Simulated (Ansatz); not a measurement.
## Geometry relaxation, with input and output: CH6FGeNS (part 1 of 2)

CH6FGeNS, SMILES N[CH2][GeH]([F])[SH], computed with RKS PBE/def2-SVP (Ansatz 0.2.0).

It belongs to a series of runs on one base structure; here: end point A relaxed.

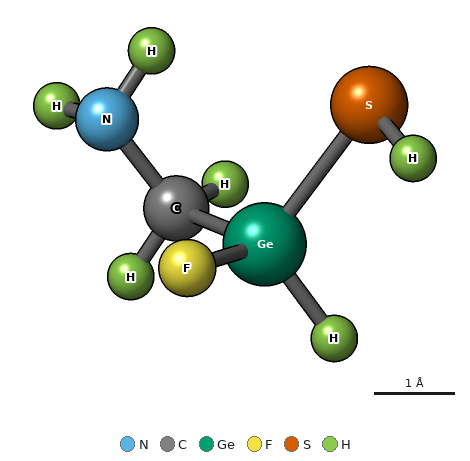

Figure 1. The starting structure (ball-and-stick view, seen at a tilt). Sticks mark near contacts.

**The input**
```yaml
crystal:
  periodic: [false, false, false]
  atoms:
    - { symbol: "N", position_ang: [-0.409, 1.0295, 1.3297] }
    - { symbol: C, position_ang: [-0.9083, 0.596, 0.0144] }
    - { symbol: Ge, position_ang: [0.1, -0.9621, -0.5251] }
    - { symbol: F, position_ang: [0.0562, -2.1981, 0.714] }
    - { symbol: S, position_ang: [2.271, -0.4075, -0.7566] }
    - { symbol: H, position_ang: [0.5037, 1.4865, 1.2041] }
    - { symbol: H, position_ang: [-1.0495, 1.8728, 1.5981] }
    - { symbol: H, position_ang: [-1.9367, 0.3263, 0.0649] }
    - { symbol: H, position_ang: [-0.7796, 1.4136, -0.7076] }
    - { symbol: H, position_ang: [-0.4004, -1.5017, -1.8384] }
    - { symbol: H, position_ang: [2.6181, -1.7123, -1.077] }
basis:
  gaussian: { orbitals: def2-SVP }
hamiltonian:
  xc: pbe
relax:
  f_tol: 0.015
  max_steps: 40
```

Run on 2 threads of Intel Xeon @ 2.50GHz (Skylake/Cascade Lake), 16 GiB of memory available, shared host.

Command:
```bash
ansatz run input.yaml --threads 2 --pin off --max-ram 3072MiB --backend cpu --events-out ev --progress --plain --runs-dir out
```

**Log**
```
The last accepted step is kept in [file] (removed where the run ends without a failure and the disk answers)
Engine: ansatz 0.2.0, x86_64-unknown-linux-gnu
Functional definition: PBE
  parameter kappa = 0.804
  parameter beta = 0.06672455060314922
  exchange = pbe_x(kappa = kappa, mu = beta*pi^2/3)
  correlation = pbe_c(beta = beta)
1382 factors; their error is unknown
mean field evaluation 1: about -72652.8151 eV, gradient 7.0e1 eV
mean field evaluation 2: about -72570.1754 eV, gradient 1.6e2 eV
mean field evaluation 4: about -72662.4009 eV, gradient 1.1e1 eV
mean field evaluation 8: about -72662.7852 eV, gradient 2.6e-1 eV
mean field evaluation 16: about -72662.6953 eV, gradient 8.1e-4 eV
mean field -72662.69533060 eV, -2670.3048008558 hartree, gradient 3.2e-5 eV, S^2 0.000000; 0 other end points of the search recorded, 0 dependent functions left out
the calculation of the forces begins
reference -72662.69536694 eV, -2670.3048021911 hartree; 38, 38 occupied and 84, 84 virtual orbitals, 1382 factors
relax step   1: F+E_penalty+E_count = -72662.69533060 eV  Δ(F+E_penalty+E_count) = +0.000e0 eV  max|allowed force component| = 1.956e0 eV/Å  Δτ_max = 0.0000 Å  (30 SCF iters, accepted)
these checks for a lower state are left out or cut short: starts, cluster_reference, orbital_swaps, neighbouring_geometries, increment
1382 factors; their error is unknown
mean field -72662.94750755 eV, -2670.3140681875 hartree, gradient 8.0e-6 eV, S^2 0.000000; 0 other end points of the search recorded, 0 dependent functions left out
[... from here on the field's lines of each further geometry are left out, up to the last ...]
relax step   2: F+E_penalty+E_count = -72662.94750755 eV  Δ(F+E_penalty+E_count) = -2.522e-1 eV  max|allowed force component| = 6.543e-1 eV/Å  Δτ_max = 0.1565 Å  (29 SCF iters, accepted)
relax step   3: F+E_penalty+E_count = -72662.97160623 eV  Δ(F+E_penalty+E_count) = -2.410e-2 eV  max|allowed force component| = 5.231e-1 eV/Å  Δτ_max = 0.0632 Å  (30 SCF iters, accepted)
relax step   4: F+E_penalty+E_count = -72662.98399128 eV  Δ(F+E_penalty+E_count) = -1.239e-2 eV  max|allowed force component| = 3.417e-1 eV/Å  Δτ_max = 0.0427 Å  (30 SCF iters, accepted)
relax step   5: F+E_penalty+E_count = -72662.98957256 eV  Δ(F+E_penalty+E_count) = -5.581e-3 eV  max|allowed force component| = 4.661e-2 eV/Å  Δτ_max = 0.0444 Å  (29 SCF iters, accepted)
relax step   6: F+E_penalty+E_count = -72662.99034586 eV  Δ(F+E_penalty+E_count) = -7.733e-4 eV  max|allowed force component| = 4.082e-2 eV/Å  Δτ_max = 0.0130 Å  (30 SCF iters, accepted)
relax step   7: F+E_penalty+E_count = -72662.99086163 eV  Δ(F+E_penalty+E_count) = -5.158e-4 eV  max|allowed force component| = 2.934e-2 eV/Å  Δτ_max = 0.0189 Å  (31 SCF iters, accepted)
relax step   8: F+E_penalty+E_count = -72662.99117856 eV  Δ(F+E_penalty+E_count) = -3.169e-4 eV  max|allowed force component| = 3.001e-2 eV/Å  Δτ_max = 0.0190 Å  (31 SCF iters, accepted)
relax step   9: F+E_penalty+E_count = -72662.99143605 eV  Δ(F+E_penalty+E_count) = -2.575e-4 eV  max|allowed force component| = 1.955e-2 eV/Å  Δτ_max = 0.0241 Å  (31 SCF iters, accepted)
relax step  10: F+E_penalty+E_count = -72662.99170461 eV  Δ(F+E_penalty+E_count) = -2.686e-4 eV  max|allowed force component| = 2.481e-2 eV/Å  Δτ_max = 0.0231 Å  (30 SCF iters, accepted)
relax step  11: F+E_penalty+E_count = -72662.99224414 eV  Δ(F+E_penalty+E_count) = -5.395e-4 eV  max|allowed force component| = 1.398e-1 eV/Å  Δτ_max = 0.0555 Å  (30 SCF iters, accepted)
relax step  12: F+E_penalty+E_count = -72662.99299973 eV  Δ(F+E_penalty+E_count) = -7.556e-4 eV  max|allowed force component| = 1.772e-1 eV/Å  Δτ_max = 0.0420 Å  (30 SCF iters, accepted)
relax step  13: F+E_penalty+E_count = -72663.00194580 eV  Δ(F+E_penalty+E_count) = -8.946e-3 eV  max|allowed force component| = 1.023e-1 eV/Å  Δτ_max = 0.1771 Å  (36 SCF iters, accepted)
relax step  14: F+E_penalty+E_count = -72663.00676257 eV  Δ(F+E_penalty+E_count) = -4.817e-3 eV  max|allowed force component| = 2.042e-1 eV/Å  Δτ_max = 0.0960 Å  (30 SCF iters, accepted)
relax step  15: F+E_penalty+E_count = -72663.00739577 eV  Δ(F+E_penalty+E_count) = -6.332e-4 eV  max|allowed force component| = 3.206e-1 eV/Å  Δτ_max = 0.0630 Å  (29 SCF iters, accepted)
relax step  16: F+E_penalty+E_count = -72663.01709635 eV  Δ(F+E_penalty+E_count) = -9.701e-3 eV  max|allowed force component| = 7.471e-2 eV/Å  Δτ_max = 0.0771 Å  (30 SCF iters, accepted)
relax step  17: F+E_penalty+E_count = -72663.01948510 eV  Δ(F+E_penalty+E_count) = -2.389e-3 eV  max|allowed force component| = 5.996e-2 eV/Å  Δτ_max = 0.0626 Å  (30 SCF iters, accepted)
relax step  18: F+E_penalty+E_count = -72663.02075189 eV  Δ(F+E_penalty+E_count) = -1.267e-3 eV  max|allowed force component| = 1.035e-1 eV/Å  Δτ_max = 0.0744 Å  (29 SCF iters, accepted)
relax step  19: F+E_penalty+E_count = -72663.02225909 eV  Δ(F+E_penalty+E_count) = -1.507e-3 eV  max|allowed force component| = 8.021e-2 eV/Å  Δτ_max = 0.0271 Å  (30 SCF iters, accepted)
relax step  20: F+E_penalty+E_count = -72663.02338121 eV  Δ(F+E_penalty+E_count) = -1.122e-3 eV  max|allowed force component| = 4.245e-2 eV/Å  Δτ_max = 0.0319 Å  (31 SCF iters, accepted)
relax step  21: F+E_penalty+E_count = -72663.02413649 eV  Δ(F+E_penalty+E_count) = -7.553e-4 eV  max|allowed force component| = 3.680e-2 eV/Å  Δτ_max = 0.0453 Å  (30 SCF iters, accepted)
relax step  22: F+E_penalty+E_count = -72663.02440211 eV  Δ(F+E_penalty+E_count) = -2.656e-4 eV  max|allowed force component| = 5.467e-2 eV/Å  Δτ_max = 0.0660 Å  (29 SCF iters, accepted)
relax step  23: F+E_penalty+E_count = -72663.02459730 eV  Δ(F+E_penalty+E_count) = -1.952e-4 eV  max|allowed force component| = 3.735e-2 eV/Å  Δτ_max = 0.0115 Å  (31 SCF iters, accepted)
relax step  24: F+E_penalty+E_count = -72663.02461012 eV  Δ(F+E_penalty+E_count) = -1.282e-5 eV  max|allowed force component| = 2.635e-2 eV/Å  Δτ_max = 0.0189 Å  (30 SCF iters, accepted)
relax step  25: F+E_penalty+E_count = -72663.02474040 eV  Δ(F+E_penalty+E_count) = -1.303e-4 eV  max|allowed force component| = 1.908e-2 eV/Å  Δτ_max = 0.0117 Å  (31 SCF iters, accepted)
the calculation of the forces begins
reference -72663.02479318 eV, -2670.3169083823 hartree; 38, 38 occupied and 84, 84 virtual orbitals, 1382 factors
relax step  26: F+E_penalty+E_count = -72663.02475690 eV  Δ(F+E_penalty+E_count) = -1.650e-5 eV  max|allowed force component| = 6.081e-3 eV/Å  Δτ_max = 0.0051 Å  (31 SCF iters, accepted)
```

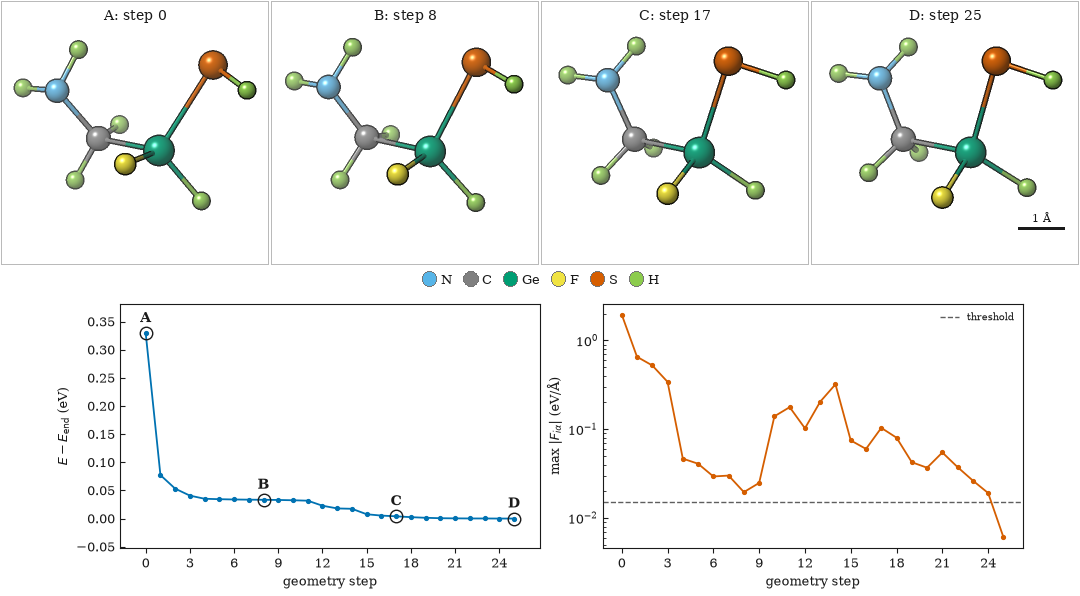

Figure 2. Frames of the relaxation (ball-and-stick view, seen at a tilt) above the curves, on which the letters mark them (the first geometry is step 0 here and step 1 in the log).

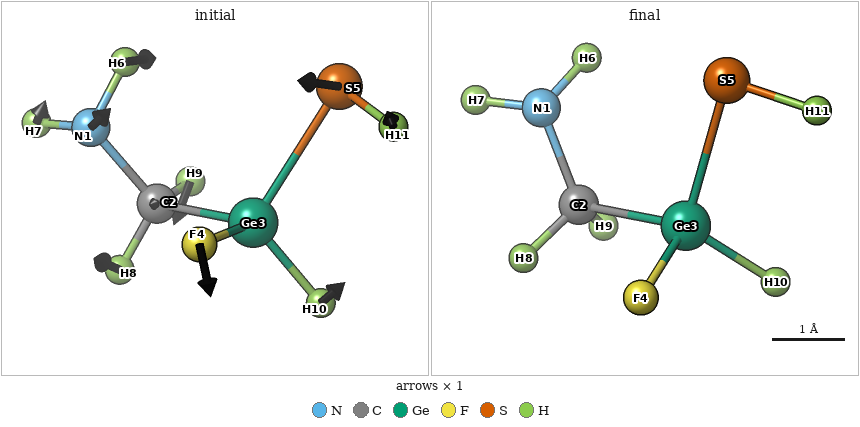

Figure 3. Before (left) and after (right) the relaxation, at one scale (ball-and-stick view, seen at a tilt). The black arrows give the displacements, at true length. The energy falls by 0.329 eV in 25 geometry steps. Largest force component: 2 eV/Å at the start, 0.0061 eV/Å at the end. The atom that moves furthest after the best rigid fit is F4 (0.79 Å). By element the largest moves are F 0.79 Å, S 0.79 Å, H 0.69 Å, N 0.44 Å, C 0.14 Å, Ge 0.06 Å. Among the contacts that change: N1–H7 1.092 → 1.027 Å, Ge3–H10 1.505 → 1.556 Å, C2–H8 1.064 → 1.110 Å, C2–Ge3 1.933 → 1.978 Å. Among the angles that change: N1–C2–H9 109.2° → 117.2°, C2–N1–H7 104.4° → 111.4°, F4–Ge3–H10 110.9° → 103.9°. (Atoms are counted from 1 in the order of the input.)

```
1382 factors; their error is unknown
mean field -72663.02475690 eV, -2670.3169070490 hartree, gradient 2.1e-5 eV, S^2 0.000000; 1 other end points of the search recorded, 0 dependent functions left out
the calculation of the forces begins
reference -72663.02479318 eV, -2670.3169083823 hartree; 38, 38 occupied and 84, 84 virtual orbitals, 1382 factors
Total energy: -72663.02479318 eV, -2670.3169083823 hartree
Atom 0 at    -0.125412     1.273303     1.092000 Å, force     0.002884    -0.002816     0.000041 eV/Å
Atom 1 at    -0.945387     0.543506     0.138355 Å, force    -0.003494     0.006081     0.001935 eV/Å
Atom 2 at     0.084584    -0.989368    -0.570352 Å, force     0.003428    -0.001335     0.003955 eV/Å
Atom 3 at    -0.521708    -2.448172     0.231178 Å, force     0.000512     0.002542    -0.001734 eV/Å
Atom 4 at     2.215537    -0.636451     0.003984 Å, force    -0.000740    -0.000460    -0.000770 eV/Å
Atom 5 at     0.585138     1.838148     0.611853 Å, force    -0.000553    -0.000326    -0.000376 eV/Å
Atom 6 at    -0.691794     1.918861     1.655203 Å, force     0.000183    -0.001161    -0.000923 eV/Å
Atom 7 at    -1.805602     0.076736     0.662741 Å, force    -0.000296    -0.000243    -0.000758 eV/Å
Atom 8 at    -1.366929     1.121653    -0.723677 Å, force    -0.001237    -0.002998    -0.001634 eV/Å
Atom 9 at    -0.043124    -1.314387    -2.086307 Å, force    -0.000919     0.001034    -0.000276 eV/Å
Atom 10 at     2.680197    -1.440830    -0.994477 Å, force     0.000231    -0.000318     0.000540 eV/Å
Dipole moment:    -0.160652     0.582586    -0.329300 e Å
```

**Trajectory as extended XYZ (Å, eV, eV/Å), 26 frames, from step=1 to step=26**
```
11
Properties=species:S:1:pos:R:3:forces:R:3 step=1 energy=-72662.69533
N    -0.4090    1.0295    1.3297   -1.7448   1.7407   0.8002
C    -0.9083    0.5960    0.0144    1.9557   0.8346   0.7488
Ge    0.1000   -0.9621   -0.5251    0.7483   0.3405  -0.0203
F     0.0562   -2.1981    0.7140   -0.1909  -0.2927   0.0792
S     2.2710   -0.4075   -0.7566    0.0331  -0.5019  -0.0772
H     0.5037    1.4865    1.2041    0.1454  -0.1074  -0.0383
H    -1.0495    1.8728    1.5981    1.2502  -1.5509  -0.1604
H    -1.9367    0.3263    0.0649   -1.5498  -0.4134   0.1094
H    -0.7796    1.4136   -0.7076   -0.2057   0.0267  -0.9346
H    -0.4004   -1.5017   -1.8384   -0.3101  -0.6444  -0.6376
H     2.6181   -1.7123   -1.0770   -0.1313   0.5682   0.1308
11
Properties=species:S:1:pos:R:3:forces:R:3 step=2 energy=-72662.94751
N    -0.4091    1.0934    1.3593   -0.4874   0.5647  -0.2996
C    -0.8683    0.6142    0.0370    0.4834   0.5482   0.4440
Ge    0.1137   -0.9717   -0.5534    0.0982   0.0308   0.0561
F    -0.0755   -2.2491    0.6466    0.0972  -0.0648   0.0305
S     2.2716   -0.3697   -0.7428   -0.0551  -0.3488   0.0140
H     0.5201    1.5242    1.2465    0.0519  -0.1320   0.0491
H    -1.0140    1.9010    1.6509    0.3606  -0.6543  -0.1893
H    -1.9176    0.3019    0.1066   -0.4283  -0.1073   0.0116
H    -0.7944    1.3583   -0.7973   -0.1119  -0.0359  -0.0502
H    -0.4097   -1.6128   -1.8614   -0.0185  -0.0330  -0.0979
H     2.6488   -1.6468   -1.0715    0.0099   0.2324   0.0317
11
Properties=species:S:1:pos:R:3:forces:R:3 step=3 energy=-72662.97161
N    -0.4139    1.1020    1.3457    0.1158  -0.0191  -0.5231
C    -0.8935    0.6414    0.0324    0.1049   0.1689   0.3254
Ge    0.0904   -0.9588   -0.5572    0.1359  -0.3063  -0.0115
F    -0.0202   -2.2594    0.6366   -0.0797   0.0795  -0.0469
S     2.2585   -0.4041   -0.7075    0.0755   0.0912  -0.0126
H     0.5399    1.4828    1.2466   -0.0553  -0.1294   0.0424
H    -0.9786    1.9015    1.6528   -0.1404   0.0606   0.0653
H    -1.9554    0.3236    0.1196    0.0277  -0.0112  -0.0230
H    -0.8467    1.3742   -0.8201   -0.0238  -0.0563   0.1016
H    -0.4247   -1.6141   -1.8742   -0.0096   0.0637   0.0512
H     2.7096   -1.6460   -1.0542   -0.1508   0.0584   0.0312
11
Properties=species:S:1:pos:R:3:forces:R:3 step=4 energy=-72662.98399
N    -0.4043    1.1014    1.3339    0.0976  -0.0023  -0.3417
C    -0.8859    0.6369    0.0313   -0.0062   0.0206   0.2145
Ge    0.1041   -0.9635   -0.5526   -0.0401  -0.0881  -0.0070
F    -0.0470   -2.2625    0.6377    0.0063   0.0678  -0.0457
S     2.2634   -0.3780   -0.6963   -0.0003  -0.0458   0.0022
H     0.5513    1.4745    1.2387   -0.0256  -0.0822   0.0371
H    -0.9712    1.8968    1.6463   -0.1054   0.0756   0.0760
H    -1.9456    0.3083    0.1242    0.0560   0.0091  -0.0177
H    -0.8535    1.3667   -0.8222   -0.0045  -0.0289   0.0462
H    -0.4158   -1.6060   -1.8726    0.0322   0.0281   0.0260
H     2.6700   -1.6316   -1.0478   -0.0100   0.0460   0.0099
11
Properties=species:S:1:pos:R:3:forces:R:3 step=5 energy=-72662.98957
N    -0.3902    1.1237    1.3093   -0.0080  -0.0323   0.0321
C    -0.8958    0.6298    0.0393    0.0279   0.0416   0.0466
Ge    0.1003   -0.9631   -0.5565   -0.0185  -0.0068  -0.0025
F    -0.0672   -2.2739    0.6146   -0.0010   0.0053  -0.0023
S     2.2606   -0.3797   -0.6688    0.0151   0.0134   0.0238
H     0.5738    1.4680    1.2240   -0.0004  -0.0157  -0.0402
H    -0.9539    1.9148    1.6428   -0.0068   0.0076   0.0033
H    -1.9470    0.2863    0.1614    0.0252   0.0076  -0.0125
H    -0.8939    1.3485   -0.8226   -0.0250  -0.0216  -0.0394
H    -0.3894   -1.5828   -1.8947   -0.0113  -0.0003  -0.0043
H     2.6682   -1.6286   -1.0284    0.0026   0.0013  -0.0046
11
Properties=species:S:1:pos:R:3:forces:R:3 step=6 energy=-72662.99035
N    -0.3850    1.1236    1.3053    0.0039  -0.0151   0.0408
C    -0.8974    0.6298    0.0401    0.0018  -0.0013  -0.0069
Ge    0.0984   -0.9624   -0.5571   -0.0183  -0.0077  -0.0084
F    -0.0745   -2.2760    0.6101    0.0026   0.0030  -0.0024
S     2.2596   -0.3761   -0.6573   -0.0004   0.0122   0.0192
H     0.5801    1.4628    1.2139    0.0003  -0.0004  -0.0246
H    -0.9450    1.9151    1.6437   -0.0010   0.0151   0.0017
H    -1.9467    0.2827    0.1677    0.0172   0.0060  -0.0067
H    -0.9043    1.3428   -0.8275   -0.0121  -0.0066  -0.0070
H    -0.3919   -1.5775   -1.8978    0.0020   0.0014   0.0000
H     2.6721   -1.6219   -1.0205    0.0039  -0.0066  -0.0059
11
Properties=species:S:1:pos:R:3:forces:R:3 step=7 energy=-72662.99086
N    -0.3765    1.1252    1.3011   -0.0027  -0.0040   0.0219
C    -0.9005    0.6280    0.0422   -0.0147  -0.0151  -0.0293
Ge    0.0941   -0.9629   -0.5588    0.0094   0.0026  -0.0097
F    -0.0834   -2.2829    0.6003   -0.0020  -0.0012  -0.0007
S     2.2560   -0.3720   -0.6398   -0.0087  -0.0006   0.0104
H     0.5885    1.4608    1.1971    0.0012   0.0115  -0.0066
H    -0.9318    1.9188    1.6436    0.0112   0.0036  -0.0100
H    -1.9466    0.2771    0.1793   -0.0041   0.0024   0.0073
H    -0.9201    1.3358   -0.8301    0.0036   0.0020   0.0173
H    -0.3883   -1.5704   -1.9060    0.0030   0.0015   0.0042
H     2.6741   -1.6145   -1.0084    0.0038  -0.0030  -0.0048
```
